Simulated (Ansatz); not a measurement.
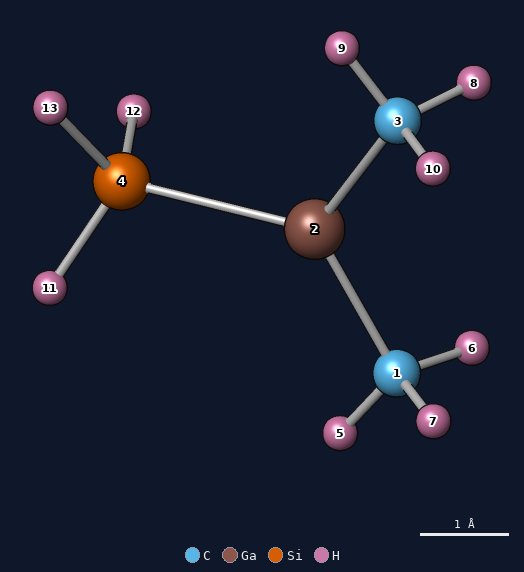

This is the input geometry for a relaxation of C2H9GaSi. The picture is a ball-and-stick view, seen from a free direction.

The start comes from PBE-D4/def2-SVP.

All numbers below come from RKS PBE0-D4/def2-TZVP in Ansatz.

Input
```yaml
crystal:
  periodic: [false, false, false]
  atoms:
    - {symbol: C, position_ang: [0.065990, 1.684836, -1.192747]}
    - {symbol: Ga, position_ang: [0.125719, 0.097197, 0.002794]}
    - {symbol: C, position_ang: [1.280203, 0.169466, 1.620078]}
    - {symbol: Si, position_ang: [-1.274527, -1.840315, -0.440201]}
    - {symbol: H, position_ang: [-0.500855, 1.506789, -2.125952]}
    - {symbol: H, position_ang: [-0.416090, 2.525093, -0.647512]}
    - {symbol: H, position_ang: [1.090936, 2.021390, -1.453782]}
    - {symbol: H, position_ang: [0.877867, 0.939194, 2.313772]}
    - {symbol: H, position_ang: [1.332261, -0.793398, 2.162271]}
    - {symbol: H, position_ang: [2.310000, 0.487762, 1.354963]}
    - {symbol: H, position_ang: [-1.555907, -2.048434, -1.909777]}
    - {symbol: H, position_ang: [-2.617377, -1.655658, 0.233096]}
    - {symbol: H, position_ang: [-0.697623, -3.128722, 0.097697]}
basis:
  gaussian: {orbitals: def2-TZVP}
hamiltonian: {xc: pbe0, dispersion: d4}
relax: {f_tol: 0.005, max_steps: 150}
```

Launched with:
```bash
ansatz run in.yaml --threads 4 --pin off --events-out ev --progress --plain --max-ram 10444MiB
```

Question: Predict the outcome.

Answer: The atom that moves furthest after the best rigid fit is H6 (0.78 Å). By element the largest moves are H 0.78 Å, Si 0.15 Å, C 0.10 Å, Ga 0.04 Å. Among the contacts that change: Si4–H11 1.511 → 1.491 Å, C3–H8 1.112 → 1.096 Å, C1–Ga2 1.988 → 1.975 Å, C1–H5 1.106 → 1.093 Å. Bond angles that change, for instance: Ga2–C1–H5 113.2° → 110.5°, C1–Ga2–C3 118.5° → 120.6°. Groups turn about C1–Ga2 by about 45°, Ga2–C3 by about 25°. Over 38 accepted moves (48 points after the start) the energy falls by 0.042 eV. Largest force component: 0.49 eV/Å at the start, 0.0049 eV/Å at the end. The line search rejected the trial steps at points 10, 13, 17, 18, 21, 26, 28, 31 and more of the run. The forces were under the threshold at step 5, but the run went on from there.

History of the run:

| step | E − E(0), eV | largest force component, eV/Å | note |
| --- | --- | --- | --- |
| 0 | 0.0000 | 0.4884 |  |
| 1 | -0.0363 | 0.1385 |  |
| 2 | -0.0391 | 0.0100 |  |
| 3 | -0.0392 | 0.0098 |  |
| 4 | -0.0392 | 0.0059 |  |
| 5 | -0.0392 | 0.0036 |  |
| 6 | -0.0393 | 0.0074 |  |
| 7 | -0.0393 | 0.0156 |  |
| 8 | -0.0393 | 0.0250 |  |
| 9 | -0.0394 | 0.0294 |  |
| 10 | -0.0393 | 0.0420 | rejected |
| 12 | -0.0395 | 0.0450 |  |
| 14 | -0.0396 | 0.0147 |  |
| 16 | -0.0397 | 0.0169 |  |
| 18 | -0.0326 | 0.2854 | rejected |
| 20 | -0.0400 | 0.0113 |  |
| 22 | -0.0400 | 0.0067 |  |
| 24 | -0.0403 | 0.0201 |  |
| 26 | -0.0398 | 0.1254 | rejected |
| 28 | -0.0404 | 0.0945 | rejected |
| 30 | -0.0409 | 0.0422 |  |
| 32 | -0.0410 | 0.0123 |  |
| 34 | -0.0411 | 0.0223 |  |
| 36 | -0.0413 | 0.0112 |  |
| 38 | -0.0415 | 0.0469 |  |
| 40 | -0.0417 | 0.0233 |  |
| 42 | -0.0419 | 0.0513 |  |
| 44 | -0.0421 | 0.0014 |  |
| 46 | -0.0266 | 0.5926 | rejected |
| 48 | -0.0423 | 0.0049 |  |

The structure at the end:

```xyz
13

C     0.1021    1.6616   -1.2224
Ga    0.1480    0.1221    0.0138
C     1.3534    0.1249    1.5778
Si   -1.3593   -1.7429   -0.3556
H     0.2187    1.3261   -2.2564
H    -0.8720    2.1567   -1.1610
H     0.8769    2.3973   -1.0008
H     0.7967    0.4814    2.4515
H     1.7174   -0.8765    1.8151
H     2.2051    0.7926    1.4338
H    -1.6878   -1.9469   -1.7961
H    -2.6536   -1.4973    0.3489
H    -0.8249   -3.0338    0.1661
```

After the run, drawn alike:

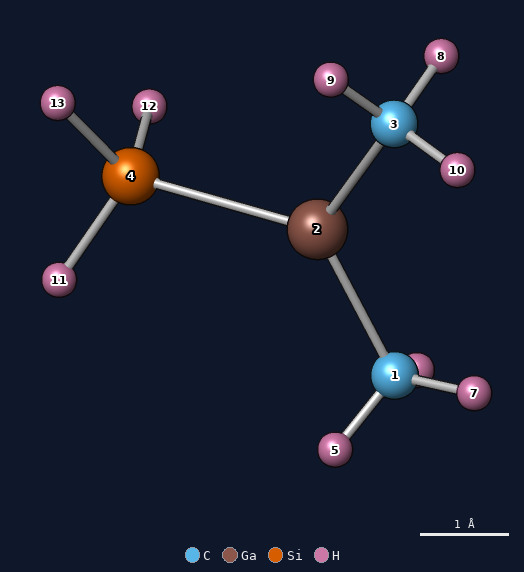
